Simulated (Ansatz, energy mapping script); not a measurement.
# MnO2 monolayer: energy mapping under LDA+U (4.6 eV) (0.25 holes a magnetic atom)

Aim: the exchange couplings of MnO2 monolayer from the energies of a few collinear orders, and the ordering temperature that they give.

Method: LDA with U = 4.6 eV on Mn d, ortho-atomic projectors; plane waves, U on orthogonalised atomic orbitals unless named otherwise, collinear spin, no spin–orbit coupling, in Ansatz 0.2.0.

In doubt: warnings of the run leave room for a lower electronic state (step 4), so energies may not be the lowest and differences between runs may mislead.

### 1. Set-up

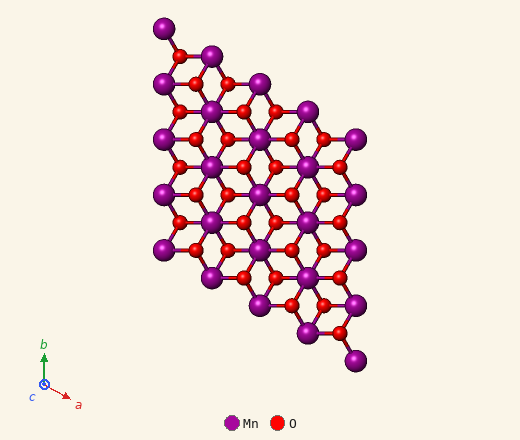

Start, viewed from above; manganese purple, oxygen red. 4×4×1 cells are drawn. Some periodic images of atoms are drawn too.

The cell holds 3 atoms: 1 Mn and 2 O. Cell: a = 2.857 Å, b = 2.857 Å, c = 16.897 Å, α = 90.0°, β = 90.0°, γ = 120.0°. It derives from MnO2. one layer cut from the bulk crystal, unrelaxed, 15 A of vacuum. Vacuum lies along c.

The cell comes from a database of computed structures, and need not be the one that the compound takes in experiment.

This cell differs from the given one by: 0.25 holes a magnetic atom. The charge is balanced by a uniform background.

The U corrects the self-interaction that lets semilocal functionals spread d and f electrons too far. Its value here is typed, not computed.

### 2. One set of occupation matrices for all orders

A corrected shell can settle in several orbital fillings. One parallel run, with an occupation width a fifth wider than the orders use, therefore is to supply the occupation matrices. All orders start from them.

The input, input.yaml:

```yaml
crystal:
  lattice:
    - [2.856870003, 0.0, 0.0]
    - [-1.428435001, 2.474121998, 0.0]
    - [0.0, 0.0, 16.896891]
  atoms:
    - { symbol: Mn, position: [0.0, 0.0, 0.5], spin: 4.5 }
    - { symbol: O, position: [0.666666667, 0.333333333, 0.556131] }
    - { symbol: O, position: [0.333333333, 0.666666667, 0.443869] }
magnetization:
  spin_polarized: true
total_charge: 0.25
kpoints:
  mp_grid: { grid: [14, 14, 1] }
hamiltonian:
  xc: lda
  hubbard:
    sites: [{ species: Mn, l: d, u_eff: 4.6 }]
    projectors: ortho-atomic
scf:
  occupations: { method: fermi_dirac, width: 0.084 }
output:
  eigenvalues: true
```

Run with:

```sh
$ ansatz run input.yaml --threads 4 --pin off --max-ram 8192MiB --backend cpu --events-out ev --progress --plain --runs-dir out
```

Numbers of over 12 decimals in the logs are rounded to 6 here.

What it wrote:

```text
Engine: ansatz 0.2.0, aarch64-unknown-linux-gnu
Pseudopotentials: kind: paw
Pseudopotential: Mn, paw, valence charge 15, recommended cutoff 420 eV (normal), Mn.paw.azcp
Pseudopotential: O, paw, valence charge 6, recommended cutoff 420 eV (normal), O.paw.azcp
Functional definition: SPW92
  exchange = slater_x
  correlation = pw_c
Crystal: 3 atoms, lattice volume = 119.431 Å³
Basis set: ecut = 420 eV, 2337 PW (Γ)
Bands: 20, of which v1, the nominal top of the filled ones, is band 13 counted from 1 (12 counted from 0)
Symmetry: 12 space group operations
Space group: P-3m1 (ITA 164), of the structure as read, at distance tolerance 4.9e-5 Å
Magnetic group: BNS 164.85 (UNI 1315), of the structure as read, at distance tolerance 4.9e-5 Å
k-points: 24 of 196
Non-local potential: Mn, projectors of the file, l = 0: 3, l = 1: 2, l = 2: 3, l = 3: 1
Non-local potential: O, projectors of the file, l = 0: 2, l = 1: 2, l = 2: 1
PAW form: soft (Blöchl's): semilocal exchange-correlation on the pseudo side does not see the compensation charge
PAW frozen core: Mn, regenerated for the run's functional, and the local potential with it (the file was generated under x = pbe(κ = 0.804, μ = 0.219515), c = pbe(β = 0.066725))
PAW frozen core: O, regenerated for the run's functional, and the local potential with it (the file was generated under x = pbe(κ = 0.804, μ = 0.219515), c = pbe(β = 0.066725))
PAW one-centre angular grid: Mn, 590 points (default); XC on 64 Gauss nodes
PAW one-centre angular grid: O, 110 points (default); XC on 64 Gauss nodes
Initial density: superposition of atomic densities (neutral atoms scaled as one to the charged cell's electrons: chi_scale 0, normalization atom)
Starting moments: Σ|m| = 4.5 μB on 1 of 3 sites
Initial wavefunctions: pseudopotential atomic-orbital guess
Functional: x = slater, c = lda
SCF iter   1: F=—  HF=-4947.042920 eV  |F-HF|=—  |Δ(HF+E_count)|=         —  Δρ=5.51e-2 (↑4.99e-2 ↓5.51e-2)  dr2=6.75e0  dr2_m=1.36e0  M=2.751 μB ∫|m|=4.114 μB  β_m=0.30  ethr=3.10e-3  ⟨swp⟩=10.5  Hψ=7023  notcnv=0
preconditioner: auto → none  [metal: Δε(μ)=0.142 eV  Ē_g=15.506 eV  σ=0.084 eV  W_gap=0.36  n_scr=10 (ndim 8)  ℏωp=14.7 eV  f_vac=0.708  D(μ)=0.78/eV (n_scr^D=4)  sad-step TF]
SCF iter   2: F=—  HF=-4946.434095 eV  |F-HF|=—  |Δ(HF+E_count)|=   6.09e-1  Δρ=2.96e-2 (↑1.71e-2 ↓2.96e-2)  dr2=1.15e0  dr2_m=4.13e-1  M=2.838 μB ∫|m|=4.304 μB  β_m=0.30  ethr=3.10e-3  ⟨swp⟩=3.7  Hψ=2618  notcnv=0  defer=75
SCF iter   3: F=—  HF=-4946.363268 eV  |F-HF|=—  |Δ(HF+E_count)|=   7.08e-2  Δρ=2.18e-2 (↑2.18e-2 ↓2.01e-2)  dr2=5.28e-1  dr2_m=3.57e-1  M=2.755 μB ∫|m|=4.159 μB  β_m=0.30  ethr=3.10e-3  ⟨swp⟩=3.6  Hψ=1887  notcnv=0  defer=75
[...]
iter 13 did not close the SCF: its close was put off for the exchange–correlation potential of the local minority spin (scf_convergence_deferred on its scf_iter line)
SCF iter  13: F=-4946.606520 eV  HF=-4946.606520 eV  |F-HF|=1.25e-9  |Δ(HF+E_count)|=   1.83e-6  Δρ=4.12e-6 (↑2.74e-6 ↓4.12e-6)  dr2=9.61e-9  dr2_m=1.07e-8  M=2.751 μB ∫|m|=3.796 μB  β_m=0.77  ethr=3.74e-10  ⟨swp⟩=10.0  Hψ=5736  notcnv=0
iter 14 met the thresholds in force, and the SCF goes on: an eigenvalue changes by 8.44 meV, over its tolerance of 1.00 meV (output.eigenvalues, Limitations)
SCF iter  14: F=-4946.606520 eV  HF=-4946.606520 eV  |F-HF|=4.29e-9  |Δ(HF+E_count)|=   6.79e-9  Δρ=1.17e-6 (↑1.17e-6 ↓1.06e-6)  dr2=5.33e-9  dr2_m=5.31e-10  M=2.751 μB ∫|m|=3.796 μB  β_m=0.75  ethr=3.59e-11  ⟨swp⟩=1.6  Hψ=3033  notcnv=0
SCF iter  15: F=-4946.606520 eV  HF=-4946.606520 eV  |F-HF|=9.46e-11  |Δ(HF+E_count)|=  5.21e-10  Δρ=3.74e-7 (↑3.74e-7 ↓2.51e-7)  dr2=1.25e-10  dr2_m=6.93e-11  M=2.751 μB ∫|m|=3.796 μB  ethr=1.99e-11  ⟨swp⟩=1.2  Hψ=2391  notcnv=0
SCF 1 converged in 15 iterations: F = -4946.606520 eV  dr2 = 1.25e-10
[...]
SCF converged after 15 iterations
an eigenvalue changed by more than its tolerance at an iteration that met the thresholds in force, so the SCF went on 1 time: the last check found none over its tolerance
Magnetization: 2.7514 μB (14.7507 up, 11.9993 down)
Absolute magnetization: 3.7962 μB (∫|ρ↑−ρ↓|, with the PAW one-centre terms)
Spin contamination: 0.3418 ħ² per cell (⟨S²⟩ above its minimum at these occupations)
Per-site moments (μB) at R_I (Å): [(2.817573, 0.784846), (-0.234871, 0.784846), (-0.234871, 0.784846)]
Free energy (F): -4946.606520 eV
Harris-Foulkes:  -4946.606520 eV  (|F-HF|=9.46e-11)
Internal energy: -4946.571823 eV  (E = F + TS)
E sigma→0 (E₀):  -4946.589171 eV
Entropy (-TS):   -0.034697 eV (-11.566 meV/atom)
Fermi energy:    -9.354377 eV
--- Per-component energies (eV) ---
  E_band       = -809.264726
  E_kinetic    = 643.060225
  E_local      = -21066.585215  (includes V_loc(G=0)·N_el)
  E_nonlocal   = 341.444763
  E_hartree    = 9983.433585
  E_xc         = -254.516974
  E_vxc        = -327.339981  (∫ρ·V_xc dr)
  E_hubbard    = 2.858089  (on-site DFT+U / exact-exchange correction)
  E_vhub       = -6.162528  (the Hubbard potential's part of the band-sum identity)
  E_paw        = -1530.169318  (= ΣΔE_a)
  E_vpaw       = -360.554137  (= ΣTr[D̂ρ^β])
  E_aug_tail   = 0.004834  (compensation charges beyond the density's cutoff)
  E_ewald      = 6933.320391
  E_core_change = 0.577796  (= ΣΔE_core)
  E_smearing   = -0.034697  (= −TS)
  E_closure    = 0.000000  (closes the sum)
  E_deformation_potential = 1.123417  (in the stress; not in F)
  Σ components = -4946.606520   (vs F -4946.606520, Δ=0.00e0)
--- Band table (eV; the first three rows and the last of 48) ---
  k-point 0 ↑: bands = [... 9 lower, -13.1064, -13.1064, -9.9630, -9.7838, -9.7838, -9.5183, -6.0148, -6.0148, ... 3 higher]
  k-point 1 ↑: bands = [... 9 lower, -13.1830, -13.1563, -10.0830, -9.8522, -9.7622, -9.3894, -6.1985, -6.0571, ... 3 higher]
  k-point 2 ↑: bands = [... 9 lower, -13.3781, -13.3072, -10.5344, -9.7441, -9.5884, -9.3595, -6.6544, -6.1561, ... 3 higher]
  k-point 23 ↓: bands = [... 9 lower, -11.5850, -11.2490, -11.1327, -5.8618, -5.5177, -5.4207, -4.4235, -4.3539, ... 3 higher]
Occupation matrices written to <dir>
```

The job ended after 3.6 s (4 threads of Arm Neoverse V2, shared host; peak memory 0.43 GiB).

Reading the cycles: dr2 is the Hartree energy of the density residual (eV), the measure of convergence; HF is the Harris–Foulkes estimate of the energy, which meets the free energy F at convergence.

This step gave:

```
final state                       : ferromagnetic
electrons in the corrected shells : 5.165 e
largest moment                    : 2.818 μB
```

### 3. Parallel start in cell A (6 atoms)

Each cell gets its own parallel run on the same mesh, so that most of the mesh error cancels in the differences.

The input, input.yaml:

```yaml
crystal:
  lattice:
    - [2.856870003, 0.0, 0.0]
    - [-2.856870002, 4.948243996, 0.0]
    - [0.0, 0.0, 16.896891]
  atoms:
    - { symbol: Mn, position: [0.0, 0.0, 0.5], spin: 4.5 }
    - { symbol: Mn, position: [0.0, 0.5, 0.5], spin: 4.5 }
    - { symbol: O, position: [0.666666667, 0.166666666, 0.556131] }
    - { symbol: O, position: [0.666666667, 0.666666667, 0.556131] }
    - { symbol: O, position: [0.333333333, 0.333333334, 0.443869] }
    - { symbol: O, position: [0.333333333, 0.833333333, 0.443869] }
magnetization:
  spin_polarized: true
total_charge: 0.5
kpoints:
  mp_grid: { grid: [14, 7, 1] }
hamiltonian:
  xc: lda
  hubbard:
    sites:
      - { species: Mn, l: d, u_eff: 4.6 }
      - { site: 0, l: d, u_eff: 4.6, starting_ns: [{ spin: up, occupation_matrix: mn1_major }, { spin: down, occupation_matrix: mn1_minor }] }
      - { site: 1, l: d, u_eff: 4.6, starting_ns: [{ spin: up, occupation_matrix: mn1_major }, { spin: down, occupation_matrix: mn1_minor }] }
    projectors: ortho-atomic
    occupation_matrices:
      mn1_major:
        matrix:
          - [0.976, 0.0, 0.0, 0.0, 0.0]
          - [0.0, 0.774, 0.0, 0.0, 0.182]
          - [0.0, 0.0, 0.774, 0.182, 0.0]
          - [0.0, 0.0, 0.182, 0.833, 0.0]
          - [0.0, 0.182, 0.0, 0.0, 0.833]
      mn1_minor:
        matrix:
          - [0.099, 0.0, 0.0, 0.0, 0.0]
          - [0.0, 0.226, 0.0, 0.0, -0.11]
          - [0.0, 0.0, 0.226, -0.11, 0.0]
          - [0.0, 0.0, -0.11, 0.212, 0.0]
          - [0.0, -0.11, 0.0, 0.0, 0.212]
scf:
  occupations: { method: fermi_dirac, width: 0.07 }
output:
  eigenvalues: true
```

What it wrote:

```text
[...]
Crystal: 6 atoms, lattice volume = 238.863 Å³
Basis set: ecut = 420 eV, 4685 PW (Γ)
Bands: 38, of which v1, the nominal top of the filled ones, is band 27 counted from 1 (26 counted from 0)
Symmetry: 8 space group operations
[...]
k-points: 32 of 98
[...]
Starting moments: Σ|m| = 9 μB on 2 of 6 sites
[...]
SCF iter   1: F=—  HF=-9895.589311 eV  |F-HF|=—  |Δ(HF+E_count)|=         —  Δρ=6.67e-2 (↑6.67e-2 ↓5.26e-2)  dr2=1.68e1  dr2_m=3.74e0  M=5.502 μB ∫|m|=7.203 μB  β_m=0.30  ethr=3.10e-3  ⟨swp⟩=14.9  Hψ=16806  notcnv=0
[...]
SCF iter  15: F=—  HF=-9893.201813 eV  |F-HF|=—  |Δ(HF+E_count)|=   8.17e-5  Δρ=2.60e-4 (↑2.60e-4 ↓2.49e-4)  dr2=2.37e-7  dr2_m=1.42e-4  M=5.501 μB ∫|m|=7.626 μB  β_m=0.30  ethr=1.26e-9  ⟨swp⟩=2.7  Hψ=4507  notcnv=0  defer=254
[...]
spin-set hold released at iteration 15 (site moments' squared step at or under half its running peak, from the soft ceiling on): the magnetisation degrees of freedom join the quasi-Newton model from the next iteration; the mixer history was flushed
SCF iter  16: F=—  HF=-9893.201868 eV  |F-HF|=—  |Δ(HF+E_count)|=   5.58e-5  Δρ=2.30e-4 (↑2.30e-4 ↓2.17e-4)  dr2=3.76e-7  dr2_m=1.09e-4  M=5.501 μB ∫|m|=7.622 μB  β_m=0.52  ethr=1.87e-10  ⟨swp⟩=16.1  Hψ=13083  notcnv=0
[...]
SCF iter  22: F=-9893.202002 eV  HF=-9893.202002 eV  |F-HF|=1.09e-10  |Δ(HF+E_count)|=   5.08e-9  Δρ=1.58e-7 (↑1.58e-7 ↓1.54e-7)  dr2=6.36e-12  dr2_m=5.11e-11  M=5.501 μB ∫|m|=7.600 μB  ethr=3.79e-12  ⟨swp⟩=1.1  Hψ=7692  notcnv=0
SCF 1 converged in 22 iterations: F = -9893.202002 eV  dr2 = 6.36e-12
[...]
SCF converged after 22 iterations
[...]
Magnetization: 5.5009 μB (29.5004 up, 23.9996 down)
Absolute magnetization: 7.5996 μB (∫|ρ↑−ρ↓|, with the PAW one-centre terms)
[...]
Per-site moments (μB) at R_I (Å): [(2.818602, 0.784846), (2.818602, 0.784846), (-0.235894, 0.784846), (-0.235894, 0.784846), (-0.235894, 0.784846), (-0.235894, 0.784846)]
Free energy (F): -9893.202002 eV
[...]
Internal energy: -9893.149516 eV  (E = F + TS)
E sigma→0 (E₀):  -9893.175759 eV
Entropy (-TS):   -0.052487 eV (-8.748 meV/atom)
Fermi energy:    -9.360844 eV
[...]
--- Specified on-site occupations, and those of the state reported ---
  electrons in the specified blocks: 10.3300 specified, 10.3291 found
  site 0 (l=d) ↑: largest change of an orbital's occupation 0.0006; electrons 4.1900 specified, 4.1907 found; spectral distance 0.0009
[...]
site 1 (l=d) ↓: largest change of an orbital's occupation 0.0005; electrons 0.9750 specified, 0.9738 found; spectral distance 0.0008
[...]
--- Band table (eV; the first three rows and the last of 64) ---
  k-point 0 ↑: bands = [... 23 lower, -11.3167, -10.6214, -10.2891, -9.9616, -9.7826, -9.7826, -9.5170, -6.7769, ... 7 higher]
  k-point 1 ↑: bands = [... 23 lower, -11.0294, -10.7560, -10.0818, -10.0518, -9.8508, -9.7610, -9.3881, -6.8618, ... 7 higher]
  k-point 2 ↑: bands = [... 23 lower, -10.5563, -10.5332, -10.5281, -9.7429, -9.6986, -9.5870, -9.3582, -7.0731, ... 7 higher]
  k-point 31 ↓: bands = [... 23 lower, -10.5101, -5.7690, -5.7690, -5.6125, -5.6125, -5.4224, -5.4224, -4.4689, ... 7 higher]
Occupation matrices written to <dir>
```

Wall time 18 s (4 threads); peak memory 0.86 GiB; 69 s of CPU time.

Spin moment in the sphere by atom:

```
atom  spin moment in the sphere (μB)
 Mn1                            2.82
 Mn2                            2.82
  O3                           -0.24
  O4                           -0.24
  O5                           -0.24
  O6                           -0.24
```

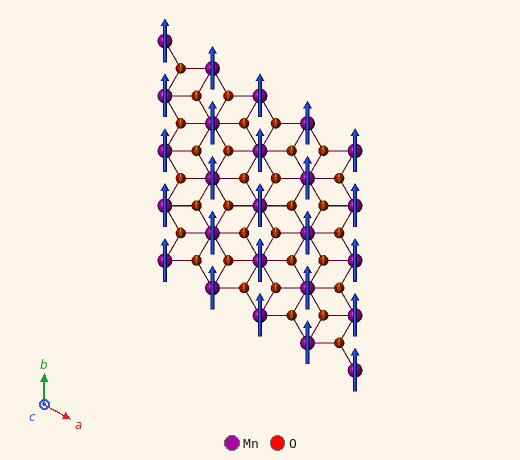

Spin moment in the sphere as arrows, the longest 2.82 μB. Up and down stand for the sign. Arrows give size and sign along the axis of quantisation, drawn up and down the page. Each arrow also spans its atom, so small moments look longer than they are. The two directions have two colours. 4×2×1 cells are drawn. Some periodic images of atoms are drawn too.

The run ends ferromagnetic.

### 4. Run 2 (compensated +−; cell A, 6 atoms)

This order reverses 4 of the 6 neighbours at 2.86 Å, 4 of the 6 neighbours at 4.95 Å and 0 of the 6 neighbours at 5.71 Å, counted for an average magnetic atom.

input.yaml: that of step 3 with these lines changed.

```diff
@@ -7,3 +7,3 @@
     - { symbol: Mn, position: [0.0, 0.0, 0.5], spin: 4.5 }
-    - { symbol: Mn, position: [0.0, 0.5, 0.5], spin: 4.5 }
+    - { symbol: Mn, position: [0.0, 0.5, 0.5], spin: -4.5 }
     - { symbol: O, position: [0.666666667, 0.166666666, 0.556131] }
@@ -23,3 +23,3 @@
       - { site: 0, l: d, u_eff: 4.6, starting_ns: [{ spin: up, occupation_matrix: mn1_major }, { spin: down, occupation_matrix: mn1_minor }] }
-      - { site: 1, l: d, u_eff: 4.6, starting_ns: [{ spin: up, occupation_matrix: mn1_major }, { spin: down, occupation_matrix: mn1_minor }] }
+      - { site: 1, l: d, u_eff: 4.6, starting_ns: [{ spin: up, occupation_matrix: mn1_minor }, { spin: down, occupation_matrix: mn1_major }] }
     projectors: ortho-atomic
```

What it wrote:

```text
[...]
Crystal: 6 atoms, lattice volume = 238.863 Å³
Basis set: ecut = 420 eV, 4685 PW (Γ)
Bands: 38, of which v1, the nominal top of the filled ones, is band 27 counted from 1 (26 counted from 0)
Symmetry: 4 space group operations
[...]
k-points: 32 of 98
[...]
Starting moments: Σ|m| = 9 μB on 2 of 6 sites
Starting magnetic order: antiferromagnet; a translation exchanges its spin sublattices: spin-degenerate at every k-point
[...]
SCF iter   1: F=—  HF=-9895.387275 eV  |F-HF|=—  |Δ(HF+E_count)|=         —  Δρ=5.86e-2 (↑5.86e-2 ↓5.86e-2)  dr2=1.66e1  dr2_m=3.39e0  M=-0.000 μB ∫|m|=6.880 μB  β_m=0.30  ethr=3.10e-3  ⟨swp⟩=10.5  Hψ=15266  notcnv=0  defer=139
[...]
SCF iter  34: F=-9892.965688 eV  HF=-9892.965688 eV  |F-HF|=1.06e-10  |Δ(HF+E_count)|=  5.28e-11  Δρ=9.79e-8 (↑8.89e-8 ↓9.79e-8)  dr2=6.50e-11  dr2_m=2.87e-12  M=0.000 μB ∫|m|=6.865 μB  ethr=1.00e-12  ⟨swp⟩=2.1  Hψ=6739  notcnv=0
SCF 1 converged in 34 iterations: F = -9892.965688 eV  dr2 = 6.50e-11
[...]
No search for a lower state was made along the close's negative reading: the input's occupations specify this state, and scf.lower_state_search is neither standard nor full (following: specified_state; scf.lower_state_search in the input reference).
SCF converged after 34 iterations
[...]
Magnetization: 0.0000 μB (26.7500 up, 26.7500 down)
Absolute magnetization: 6.8970 μB (∫|ρ↑−ρ↓|, with the PAW one-centre terms)
[...]
Per-site moments (μB) at R_I (Å): [(2.706187, 0.784846), (-2.706187, 0.784846), (-0.052147, 0.784846), (0.052148, 0.784846), (0.052148, 0.784846), (-0.052147, 0.784846)]
Free energy (F): -9892.965688 eV
[...]
Internal energy: -9892.897693 eV  (E = F + TS)
E sigma→0 (E₀):  -9892.931690 eV
Entropy (-TS):   -0.067995 eV (-11.333 meV/atom)
Fermi energy:    -9.592716 eV
[...]
--- Specified on-site occupations, and those of the state reported ---
  electrons in the specified blocks: 10.3300 specified, 10.3490 found
[...]
--- Band table (eV; the first three rows and the last of 64) ---
  k-point 0 ↑: bands = [... 23 lower, -10.4856, -10.1646, -9.9591, -9.9581, -6.9118, -6.5902, -6.1483, -5.1910, ... 7 higher]
  k-point 1 ↑: bands = [... 23 lower, -10.3450, -10.0872, -10.0171, -9.9982, -6.8094, -6.6723, -6.1525, -5.1896, ... 7 higher]
  k-point 2 ↑: bands = [... 23 lower, -10.1294, -10.0737, -9.8953, -9.7903, -6.9059, -6.5499, -6.1653, -5.3779, ... 7 higher]
  k-point 31 ↓: bands = [... 23 lower, -11.0848, -10.6420, -10.3709, -9.7551, -6.8534, -6.7805, -5.7639, -5.7287, ... 7 higher]
Occupation matrices written to <dir>
```

Run time: 28 s. Hardware: 4 threads; peak memory 0.88 GiB; 1.8 min of CPU time.

Spin moment in the sphere by atom:

```
atom  spin moment in the sphere (μB)
 Mn1                            2.71
 Mn2                           -2.71
  O3                           -0.05
  O4                            0.05
  O5                            0.05
  O6                           -0.05
```

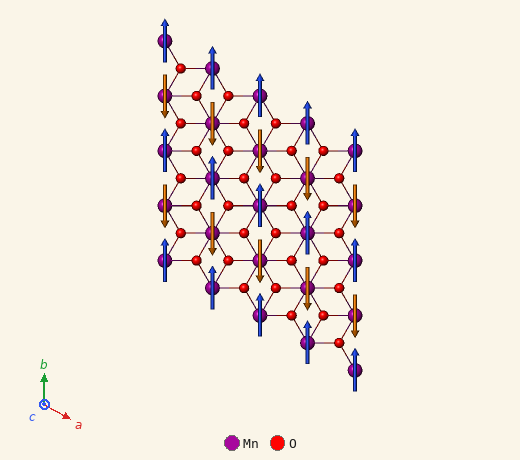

Spin moment in the sphere as arrows, the longest 2.71 μB. Up and down stand for the sign. Arrows give size and sign along the axis of quantisation, drawn up and down the page. The two directions have two colours. 4×2×1 cells are drawn. Some periodic images of atoms are drawn too.

The run ends antiferromagnetic, 122.03 meV a magnetic atom above the parallel order of its cell (energies taken at zero occupation width, not the printed F).

[end of part 1 of 2]

[Logs and program files are shortened in this print: banners, set-up blocks, solver, clock and traceback lines can be left out without a mark of their own.]

[Logs are printed without paths, hosts, clocks, repeated set-up lines and the standing remarks that a program may print on its own settings, such as how far it seeks lower states.]

[Hosts, paths, dates, database ids (printed as entryN), source tags and the programs' standing remarks are cut or masked in the printed files.]

[Where a cell is said to come from a database of computed structures, the database is the Materials Project.]
